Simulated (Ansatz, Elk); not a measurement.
# V2CdSe4: X-ray structure factors from the self-consistent density

The structure of V2CdSe4 used here is made up (a known structure type with other elements) and was relaxed beforehand with PBEsol. The aim is the Fourier transform of its all-electron density, F(hkl), set beside the sum over free spherical atoms that refinements use.

Calculated with Elk 11.2.3 (patched build); DFT, PBE, all-electron APW+lo, Dirac cores, scalar-relativistic bands, static density, ferromagnetic start.

The structure was built from a prototype and need not be the compound's stable phase.

## 1. The starting structure

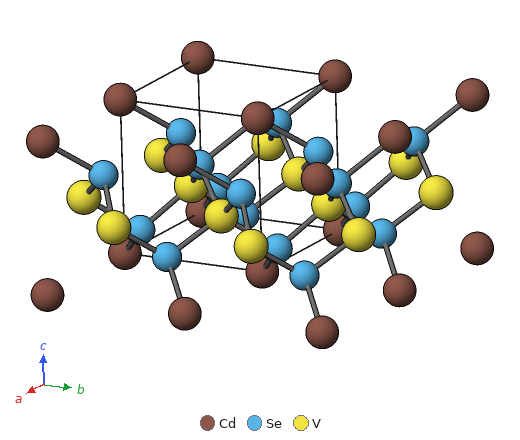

Start, viewed slightly off an axis; cadmium brown, selenium blue, vanadium yellow. 2×2×1 cells are drawn. Bonds to atoms that aren't drawn are left out. Some periodic images of atoms are drawn too.

## 2. Ground state and structure factors

An all-electron density is needed, since X-rays see the cores too. Task 0 finds the density and task 195 Fourier-transforms it; tshift is off so that phases refer to the origin typed.

Input file elk.in:

```
tasks
  0
  195
  196

xctype
  20

spinpol
  .true.

rgkmax
  7.0

gmaxvr
  14.0

lmaxo
  7

lmaxapw
  8

swidth
  0.002

tshift
  .false.

ramdisk
  .false.

hmaxvr
  5.5

maxscl
  120

epspot
  1e-06

reducebf
  0.8

sppath
  './'

avec
  10.51320913580 -0.00000000000 0.00000000000
  -0.00000000000 10.51320913580 -0.00000000000
  0.00000000000 -0.00000000000 10.69014304097

atoms
  3
  'Cd.in'
  1
  0.0000000000 -0.0000000000 0.0000000000   0.000000 0.000000 0.000000
  'Se.in'
  4
  0.7234094557 0.7234094557 0.2605599579   0.000000 0.000000 0.000000
  0.2765905443 0.7234094557 0.7394400421   0.000000 0.000000 0.000000
  0.2765905443 0.2765905443 0.2605599579   0.000000 0.000000 0.000000
  0.7234094557 0.2765905443 0.7394400421   0.000000 0.000000 0.000000
  'V.in'
  2
  0.0000000000 0.5000000000 0.5000000000   0.000000 0.000000 -0.085000
  0.5000000000 -0.0000000000 0.5000000000   0.000000 0.000000 -0.085000

ngridk
  4 4 4
```

On the command line:

```
> OMP_NUM_THREADS=4 elk
```

Numbers of over 12 decimals in the logs are rounded to 6 here.

Output:

```text
┌─────────────────────────┐
│ Elk code version 11.2.3 │
└─────────────────────────┘

All units are atomic (Hartree, Bohr, etc.)

┌─────────────────────────────────────────────────┐
│ Ground-state run starting from atomic densities │
└─────────────────────────────────────────────────┘

Lattice vectors :
   10.51320914      -0.000000000       0.000000000
  -0.000000000       10.51320914      -0.000000000
   0.000000000      -0.000000000       10.69014304

Reciprocal lattice vectors :
  0.5976467533       0.000000000       0.000000000
   0.000000000      0.5976467533       0.000000000
   0.000000000       0.000000000      0.5877550266

Unit cell volume      :    1181.555494
Brillouin zone volume :   0.2099353054

Muffin-tin inner radius fraction :   0.1000000000E-01

Nuclei treated as point charges

Species : 1 (Cd)
 parameters loaded from : Cd.in
 name : cadmium
 nuclear charge    :   -48.00000000
 electronic charge :    48.00000000
 atomic mass :    204912.7176
 muffin-tin radius :    2.600000000
 number of radial points in muffin-tin :   1193
 inner part over the whole radius :   0.9972693929E-02
 number on inner part of muffin-tin    :    850
 approximate nuclear radius :   0.8708852602E-04
 number of mesh points to nuclear radius :    426
 atomic positions (lattice), magnetic fields (Cartesian) :
  1 :   0.00000000  0.00000000  0.00000000    0.00000000  0.00000000  0.00000000

Species : 2 (Se)
 parameters loaded from : Se.in
 name : selenium
 nuclear charge    :   -34.00000000
 electronic charge :    34.00000000
 atomic mass :    143935.2749
 muffin-tin radius :    2.240173492
 number of radial points in muffin-tin :    993
 inner part over the whole radius :   0.9862211808E-02
 number on inner part of muffin-tin    :    701
 approximate nuclear radius :   0.7785908700E-04
 number of mesh points to nuclear radius :    344
 atomic positions (lattice), magnetic fields (Cartesian) :
  1 :   0.72340946  0.72340946  0.26055996    0.00000000  0.00000000  0.00000000
  2 :   0.27659054  0.72340946  0.73944004    0.00000000  0.00000000  0.00000000
  3 :   0.27659054  0.27659054  0.26055996    0.00000000  0.00000000  0.00000000
  4 :   0.72340946  0.27659054  0.73944004    0.00000000  0.00000000  0.00000000

Species : 3 (V)
 parameters loaded from : V.in
 name : vanadium
 nuclear charge    :   -23.00000000
 electronic charge :    23.00000000
 atomic mass :    92860.67382
 muffin-tin radius :    2.240173492
 number of radial points in muffin-tin :    993
 inner part over the whole radius :   0.9967925792E-02
 number on inner part of muffin-tin    :    698
 approximate nuclear radius :   0.6897515165E-04
 number of mesh points to nuclear radius :    328
 atomic positions (lattice), magnetic fields (Cartesian) :
  1 :   0.00000000  0.50000000  0.50000000    0.00000000  0.00000000 -0.08500000
  2 :   0.50000000  0.00000000  0.50000000    0.00000000  0.00000000 -0.08500000

Total number of atoms per unit cell :    7
Total muffin-tin volume :    356.1653519
 ratio of muffin-tin to unit cell volume :   0.3014376842

Spin treatment :
 spin-polarised
 global magnetic field (Cartesian) :    0.000000000       0.000000000       0.000000000
 collinear magnetisation in z-direction

Number of Bravais lattice symmetries :   16
Number of crystal symmetries         :    8
Crystal has no inversion symmetry
Complex Hermitian eigensolver will be used

k-point grid :      4     4     4
k-point offset :    0.000000000       0.000000000       0.000000000
k-point set is reduced with full crystal symmetry group
Total number of k-points :       19

Muffin-tin radius times maximum |G+k| :    7.000000000
 using average radius
Maximum |G+k| for APW functions       :    3.054664603
Maximum (1/2)|G+k|²                   :    4.665487919
Maximum |G| for potential and density :    14.00000000
Constant for pseudocharge density :    9
 order of it for each species :   16  16  16
 order of it for pair densities of each species (exact exchange by exxq0 0: 17) :   13   9   9
[...]
[... loops 3 to 26 left out ...]

┌──────────────────┐
│ Loop number : 27 │
└──────────────────┘

Energies :
 Fermi                       :     0.170677
 sum of occupied eigenvalues :     -10105.371743144
 electron kinetic            :      17739.326839731
 core electron kinetic       :      16553.113283644
 Coulomb                     :     -34357.122159788
 Coulomb potential           :     -27066.524254833
 nuclear-nuclear             :     -1906.5499095857
 electron-nuclear            :     -37872.224009153
 Hartree                     :      5421.6517589511
 Madelung                    :     -20823.860032371
 xc potential                :     -778.01918298672
 xc effective B-field        :    -0.155141
 external B-field            :      0.000000
 exchange                    :     -586.64357325018
 correlation                 :     -11.256084788728
 electron entropic           :    -0.11269975296890E-02
 total energy                :     -17215.696105094
 (external B-field energy excluded from total)

Density of states at Fermi energy :    91.06859374
 (states/Hartree/unit cell)

Estimated indirect band gap :   0.8233833412E-03
 from k-point 8 to k-point 15
Estimated direct band gap   :   0.1946333357E-02
 at k-point 16

Charges :
 core                        :    122.0000000
 valence                     :    108.0000000
 interstitial                :    12.52914611
 muffin-tins (core leakage)
  species : 1 (Cd)
[...]
species : 2 (Se)
[...]
species : 3 (V)
[...]
total in muffin-tins        :    217.4708539
 total calculated charge     :    229.9985147
 total charge                :    230.0000000
 error                       :   0.1485253686E-02

Moments :
 interstitial                :   0.6424352179
 muffin-tins
  species : 1 (Cd)
[...]
species : 2 (Se)
[...]
species : 3 (V)
[...]
total in muffin-tins        :    3.357415525
 total moment                :    3.999850743

RMS change in Kohn-Sham potential (target) :   0.4337556889E-06 (  0.1000000000E-05)
Absolute change in total energy (target)   :   0.5569382483E-04 (  0.1000000000E-03)

Convergence targets achieved

┌──────────────────┐
│ Loop number : 28 │
└──────────────────┘

Energies :
 Fermi                       :     0.170677
 sum of occupied eigenvalues :     -10105.371750921
 electron kinetic            :      17739.326829602
 core electron kinetic       :      16553.113282042
 Coulomb                     :     -34357.122153645
 Coulomb potential           :     -27066.524266243
 nuclear-nuclear             :     -1906.5499095857
 electron-nuclear            :     -37872.223984715
 Hartree                     :      5421.6517406553
 Madelung                    :     -20823.860020524
 xc potential                :     -778.01917244065
 xc effective B-field        :    -0.155139
 external B-field            :      0.000000
 exchange                    :     -586.64357116485
 correlation                 :     -11.256084894155
 electron entropic           :    -0.11269966052476E-02
 total energy                :     -17215.696107099
 (external B-field energy excluded from total)

Density of states at Fermi energy :    91.06854117
 (states/Hartree/unit cell)

Estimated indirect band gap :   0.8233665251E-03
 from k-point 8 to k-point 15
Estimated direct band gap   :   0.1946237728E-02
 at k-point 16

Charges :
 core                        :    122.0000000
 valence                     :    108.0000000
 interstitial                :    12.52914762
 muffin-tins (core leakage)
  species : 1 (Cd)
[...]
species : 2 (Se)
[...]
atom 4                    :    32.09418745     (  0.1669971844E-03)
  species : 3 (V)
   atom 1                    :    21.21079937     ( -0.2176409364E-06)
   atom 2                    :    21.21079937     ( -0.2176409364E-06)
 total in muffin-tins        :    217.4708524
 total calculated charge     :    229.9985147
 total charge                :    230.0000000
 error                       :   0.1485253965E-02

Moments :
 interstitial                :   0.6424418385
 muffin-tins
  species : 1 (Cd)
[...]
species : 2 (Se)
[...]
atom 4                    :  -0.8048082376E-01
  species : 3 (V)
   atom 1                    :    1.821451060
   atom 2                    :    1.821451060
 total in muffin-tins        :    3.357408895
 total moment                :    3.999850733

┌──────────────────────────────┐
│ Self-consistent loop stopped │
└──────────────────────────────┘

Warning : core states of species 1 leak from the muffin-tin :   0.2442041046E-03

Warning : core states of species 2 leak from the muffin-tin :   0.1669971844E-03

Wrote STATE.OUT
```

The job ended after 11 min (4 threads of Arm Neoverse V1, shared host; peak memory 0.79 GiB).

SFACRHO.OUT:

```text

h k l indices transformed by vhmat matrix:
   1.000000000       0.000000000       0.000000000    
   0.000000000       1.000000000       0.000000000    
   0.000000000       0.000000000       1.000000000    

      h      k      l  multipl.   |H|            Re(F)            Im(F)           |F|

      0      0      0      1   0.0000000       230.00000      0.25074409E-15   230.00000    
      0      0     -1      2  0.58775503      -5.3803125     -0.56144754E-15   5.3803125    
      0      1      0      4  0.59764675       23.996719     -0.59471544E-14   23.996719    
     -1      0      1      8  0.83823482       44.547823      0.10146186E-13   44.547823    
     -1     -1      0      4  0.84520014       7.3440561     -0.61493785E-14   7.3440561    
      1     -1      1      4   1.0294752       78.486105       113.02153       137.60064    
      1     -1     -1      4   1.0294752       78.486105      -113.02153       137.60064    
      0      0      2      2   1.1755101      -35.399387     -0.54416131E-14   35.399387    
      0      2      0      4   1.1952935      -30.116562     -0.70809505E-13   30.116562    
     -1      0      2      8   1.3187136       56.784788     -0.14292845E-13   56.784788    
      0      2      1      8   1.3319844       11.723462      0.12297927E-13   11.723462    
     -1     -2      0      8   1.3363788       55.784231     -0.22565849E-13   55.784231    
      1     -1      2      4   1.4478215       2.2125026      -13.771608       13.948202    
     -1     -1      2      4   1.4478215       2.2125026       13.771608       13.948202    
     -1      2      1      8   1.4599192       36.534239      -33.715322       49.713917    
     -1     -2      1      8   1.4599192       36.534239       33.715322       49.713917    
      0     -2     -2      8   1.6764696       159.61884     -0.60413271E-13   159.61884    
      2     -2      0      4   1.6904003       154.73884     -0.12312823E-13   154.73884
```

Elk indexes on the primitive cell of elk.in and gives |H| = 4π sin θ/λ in inverse bohr. Below, one row stands for each form hkl of the conventional cell (m members, Friedel mates merged), F is for one primitive cell and the density is static (no thermal factor). Free-atom factors are Waasmaier and Kirfel's, and R is Σm||F|−|F'||/Σm|F|.

| hkl | m | sin θ/λ (Å⁻¹) | abs F, DFT | neutral atoms | diff. | abs of complex diff. |
| --- | --- | --- | --- | --- | --- | --- |
| 001 | 2 | 0.088 | 5.380 | 4.879 | +0.502 | 0.502 |
| 100 | 4 | 0.090 | 23.997 | 24.119 | -0.122 | 0.122 |
| 101 | 8 | 0.126 | 44.548 | 44.669 | -0.121 | 0.121 |
| 110 | 4 | 0.127 | 7.344 | 7.676 | -0.332 | 0.332 |
| 111 | 8 | 0.155 | 137.601 | 137.005 | +0.596 | 0.679 |
| 002 | 2 | 0.177 | 35.399 | 35.001 | +0.399 | 0.399 |
| 200 | 4 | 0.180 | 30.117 | 29.676 | +0.441 | 0.441 |
| 102 | 8 | 0.198 | 56.785 | 56.850 | -0.065 | 0.065 |
| 201 | 8 | 0.200 | 11.723 | 11.668 | +0.055 | 0.055 |
| 210 | 8 | 0.201 | 55.784 | 55.785 | -0.001 | 0.001 |
| 112 | 8 | 0.218 | 13.948 | 13.662 | +0.287 | 0.293 |
| 211 | 16 | 0.220 | 49.714 | 49.855 | -0.141 | 0.155 |
| 202 | 8 | 0.252 | 159.619 | 160.054 | -0.435 | 0.435 |
| 220 | 4 | 0.254 | 154.739 | 155.159 | -0.420 | 0.420 |
| 003 | 2 | 0.265 | 24.593 | 24.469 | +0.124 | 0.124 |
| 212 | 16 | 0.268 | 20.225 | 20.258 | -0.032 | 0.060 |
| 221 | 8 | 0.269 | 10.090 | 10.463 | -0.373 | 0.390 |
| 300 | 4 | 0.270 | 81.385 | 81.623 | -0.238 | 0.238 |

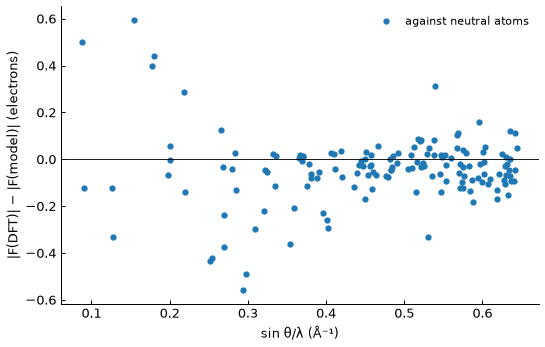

Difference between the calculated structure factors and the independent-atom ones.

## 3. The magnetisation density

The same run holds the spin density, and task 196 transforms it. The order is that of the start, and no other was tried.

SFACMAG_1.OUT:

```text

h k l indices transformed by vhmat matrix:
   1.000000000       0.000000000       0.000000000    
   0.000000000       1.000000000       0.000000000    
   0.000000000       0.000000000       1.000000000    

      h      k      l  multipl.   |H|            Re(F)            Im(F)           |F|

      0      0      0      1   0.0000000       3.9998509     -0.36368050E-17   3.9998509    
      0      0     -1      2  0.58775503      -3.6140478     -0.31225245E-15   3.6140478    
      0      1      0      4  0.59764675      0.10394678      0.17635783E-15  0.10394678    
     -1      0      1      8  0.83823482      0.32386100E-01  0.16657893E-15  0.32386100E-01
     -1     -1      0      4  0.84520014      -3.2428677     -0.24476533E-15   3.2428677    
      1     -1      1      4   1.0294752       2.8102191     -0.29989859       2.8261759    
      1     -1     -1      4   1.0294752       2.8102191      0.29989859       2.8261759    
      0      0      2      2   1.1755101       2.5686293     -0.54063149E-15   2.5686293    
      0      2      0      4   1.1952935       2.7074133     -0.10484046E-15   2.7074133    
     -1      0      2      8   1.3187136     -0.18748731E-01 -0.12491870E-15  0.18748731E-01
      0      2      1      8   1.3319844      -2.2476370      0.42867704E-15   2.2476370    
     -1     -2      0      8   1.3363788     -0.42895758E-01  0.16773369E-15  0.42895758E-01
      1     -1      2      4   1.4478215      -1.8330922      0.98992574E-01   1.8357632    
     -1     -1      2      4   1.4478215      -1.8330922     -0.98992574E-01   1.8357632    
     -1      2      1      8   1.4599192     -0.60669062E-02  0.14245335E-01  0.15483440E-01
     -1     -2      1      8   1.4599192     -0.60669062E-02 -0.14245335E-01  0.15483440E-01
```

The total moment is 4.00 μB a cell; sphere moments: Cd1 +0.04, Se2 -0.08, Se3 -0.08, Se4 -0.08, Se5 -0.08, V6 +1.82, V7 +1.82 μB. Polarised neutrons measure spin and orbital magnetisation together; without spin-orbit coupling the run gives the spin part:

| hkl | sin θ/λ (Å⁻¹) | abs F_M (μB) |
| --- | --- | --- |
| 001 | 0.088 | 3.614 |
| 100 | 0.090 | 0.104 |
| 101 | 0.126 | 0.032 |
| 110 | 0.127 | 3.243 |
| 111 | 0.155 | 2.826 |
| 002 | 0.177 | 2.569 |
| 200 | 0.180 | 2.707 |
| 102 | 0.198 | 0.019 |
| 201 | 0.200 | 2.248 |
| 210 | 0.201 | 0.043 |
| 112 | 0.218 | 1.836 |
| 211 | 0.220 | 0.015 |
| 202 | 0.252 | 1.451 |
| 220 | 0.254 | 1.537 |

## 4. The highest occupied states alone

An energy window below the Fermi level keeps the highest occupied states, to see at which angles they scatter; shallow core shells can lie inside it and anion s states outside. No new self-consistency is needed.

elk.in: that of step 2 with these lines changed.

```diff
@@ -1,5 +1,3 @@
 tasks
-  0
   195
-  196
 
@@ -44,2 +42,5 @@
 
+wsfac
+  -0.380560 0.470680
+
 sppath
```

On the command line:

```
> OMP_NUM_THREADS=4 elk
```

Output:

```text
┌─────────────────────────────────┐
│ Elk code version 11.2.3 started │
└─────────────────────────────────┘

Info(readinput): the functional depends on the density's gradient
 muffin-tin radial points multiplied by    2.00000
 (not where nrmtscf is given)

┌────────────────────┐
│ Current task : 195 │
└────────────────────┘
Info(checkmt): changed muffin-tin radius of species 2 (Se) from   2.4000 to   2.2402
Info(checkmt): changed muffin-tin radius of species 3 (V) from   2.4000 to   2.2402

Info(sfacrho): density structure factors written to SFACRHO.OUT

 Energy window :  -0.3805600000      0.4706800000

┌──────────────────┐
│ Elk code stopped │
└──────────────────┘
```

Elapsed: 31 s, on 4 threads; peak memory 0.37 GiB.

States within 15 eV below the Fermi level hold 46.00 electrons; any levels below the window count with the cores. Their amplitudes can exceed the total, where window and core parts have opposite phase:

| hkl | sin θ/λ (Å⁻¹) | abs F, window | abs F, all |
| --- | --- | --- | --- |
| 001 | 0.088 | 1.375 | 5.380 |
| 100 | 0.090 | 6.914 | 23.997 |
| 101 | 0.126 | 8.558 | 44.548 |
| 110 | 0.127 | 3.280 | 7.344 |
| 111 | 0.155 | 15.383 | 137.601 |
| 002 | 0.177 | 2.771 | 35.399 |
| 200 | 0.180 | 3.166 | 30.117 |
| 102 | 0.198 | 6.637 | 56.785 |
| 201 | 0.200 | 2.957 | 11.723 |
| 210 | 0.201 | 6.531 | 55.784 |

[end of part 1 of 2]

[Logs are printed without paths, hosts, clocks, repeated set-up lines and the standing remarks that a program may print on its own settings, such as how far it seeks lower states.]

[Hosts, paths, dates, database ids (printed as entryN), source tags and the programs' standing remarks are cut or masked in the printed files.]
